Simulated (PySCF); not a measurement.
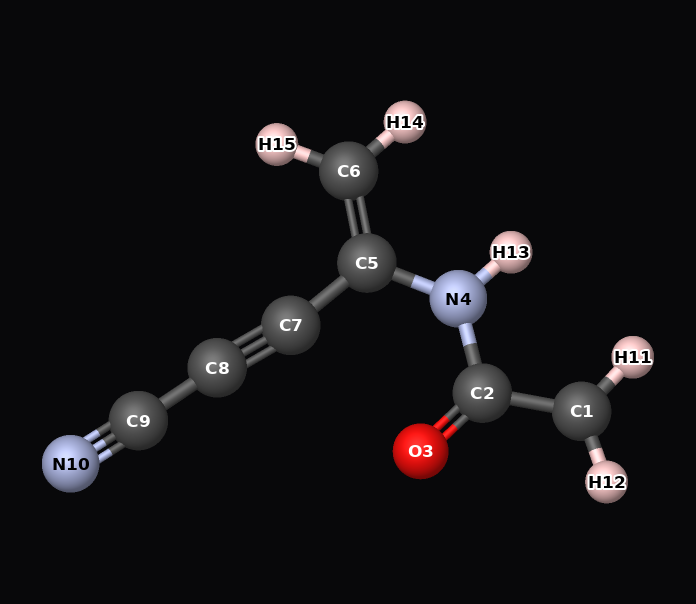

The species is neutral and a spin doublet. The geometry was computed by an optimisation with GFN2-xTB. No frequency run is at hand to confirm it as a minimum. Computed with UKS B3LYP, pcH-1 on C H N O, non-relativistic (PySCF 2.14.0). Fermi-contact and spin-dipolar terms alone, no spin-orbit part.

**Which nucleus has the largest dipolar (anisotropic) hyperfine coupling?**

13C at C1: principal values −71.4, −70.8, 142.2 MHz.

List the isotropic and dipolar parts for the most strongly coupled nuclei, one of each equivalent set.

```json
{"atom": "C1", "isotope": "13C", "a_iso (MHz)": "72.7", "dipolar part (MHz)": "−71.4, −70.8, 142.2"}
{"atom": "O3", "isotope": "17O", "a_iso (MHz)": "−10.5", "dipolar part (MHz)": "−50.5, 24.8, 25.6"}
{"atom": "H11", "isotope": "1H", "a_iso (MHz)": "−55.6", "dipolar part (MHz)": "−33.9, −1.7, 35.6"}
{"atom": "H12", "isotope": "1H", "a_iso (MHz)": "−56.9", "dipolar part (MHz)": "−33.2, −1.8, 35.1"}
{"atom": "C6", "isotope": "13C", "a_iso (MHz)": "6.8", "dipolar part (MHz)": "−6.3, −5.8, 12.2"}
{"atom": "C2", "isotope": "13C", "a_iso (MHz)": "−41.2", "dipolar part (MHz)": "−10.9, 2.7, 8.2"}
{"atom": "N4", "isotope": "14N", "a_iso (MHz)": "1.7", "dipolar part (MHz)": "−3.3, −2.6, 5.9"}
{"atom": "C5", "isotope": "13C", "a_iso (MHz)": "−7.3", "dipolar part (MHz)": "−5.4, 1.9, 3.5"}
```
